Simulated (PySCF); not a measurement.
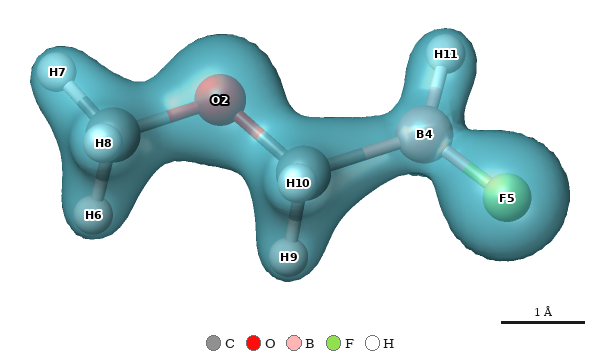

C₂H₆BFO (SMILES COCBF). Isosurface of the electron density at 0.8 e/Å³ (cyan), seen at a tilt.

Geometry: GFN2-xTB.

All numbers below come from PBE0/def2-SVPD, SCF density, gas phase (PySCF).

```tsv
atom	x (Å)	y (Å)	z (Å)
C	-1.7206	0.3349	0.2145
O	-0.3537	0.6256	0.3552
C	0.4816	-0.3009	-0.3118
B	2.0218	0.0326	-0.1638
F	2.8731	-0.7799	-0.7493
H	-2.0328	0.3747	-0.8373
H	-2.2597	1.0921	0.7799
H	-1.9614	-0.6591	0.6131
H	0.2133	-0.3413	-1.3832
H	0.2854	-1.3194	0.0701
H	2.4585	0.9434	0.4266
```

**Which contacts does the surface bridge?**

At this value the surface is in one piece. It bridges the sampled B–F (1.31 Å), C–O (1.40 Å), C–B (1.58 Å) and C–H (1.09 Å) contacts, where the density stays above the isovalue. On the grid the lowest density along these lines, outside the cores, is 1.5 e/Å³ (B–F, 1.31 Å), 1.8 e/Å³ (C–O, 1.40 Å), 1.3 e/Å³ (C–B, 1.58 Å) and 1.9 e/Å³ (C–H, 1.09 Å).
